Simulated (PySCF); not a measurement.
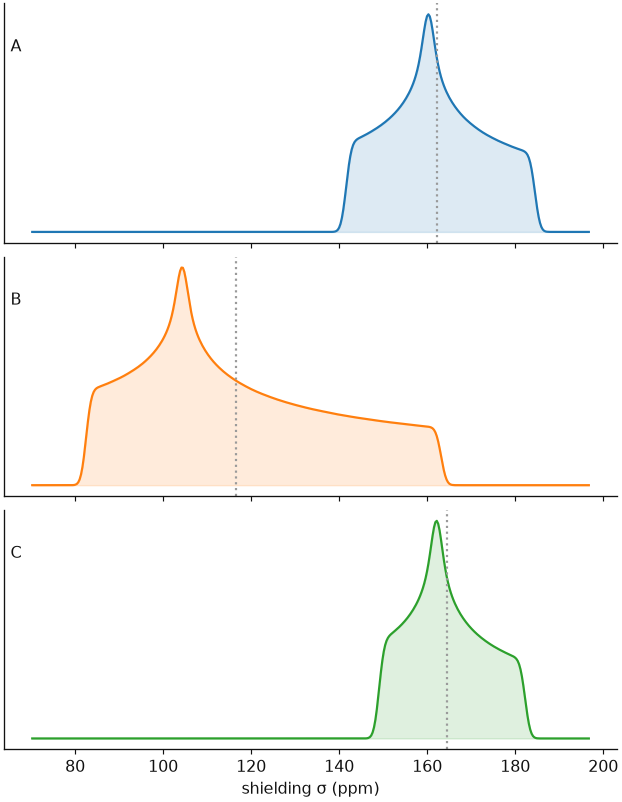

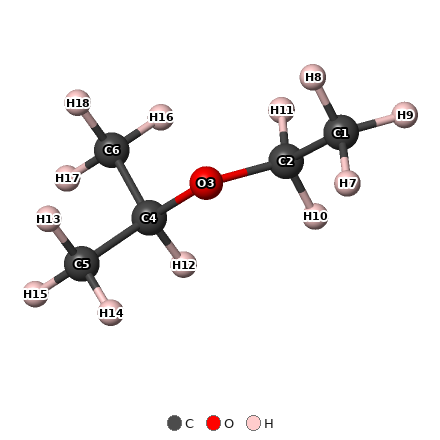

Static powder patterns (¹³C) from GIAO shielding tensors of C₅H₁₂O (i-PrOEt), SMILES CCOC(C)C, CAM-B3LYP/pcSseg-1 with PySCF 2.14.0, at a PBE0-D3(BJ)/def2-SVP geometry (no frequency check); absolute shielding, one fixed geometry of the isolated molecule without any motion, no dipolar terms. The dotted line is the isotropic value; skew is 3(σiso − σ22)/span.

Question: The patterns belong to C6, C2 and C1, from the top. Give the principal values, span and skew.

Answer: C6: σ11, σ22, σ33 = 142, 160, 184 ppm, isotropic 162, span 43 ppm, skew 0.13; C2: σ11, σ22, σ33 = 82, 104, 163 ppm, isotropic 117, span 81 ppm, skew 0.46; C1: σ11, σ22, σ33 = 149, 162, 182 ppm, isotropic 164, span 33 ppm, skew 0.21.

Note: one conformer of a flexible molecule.
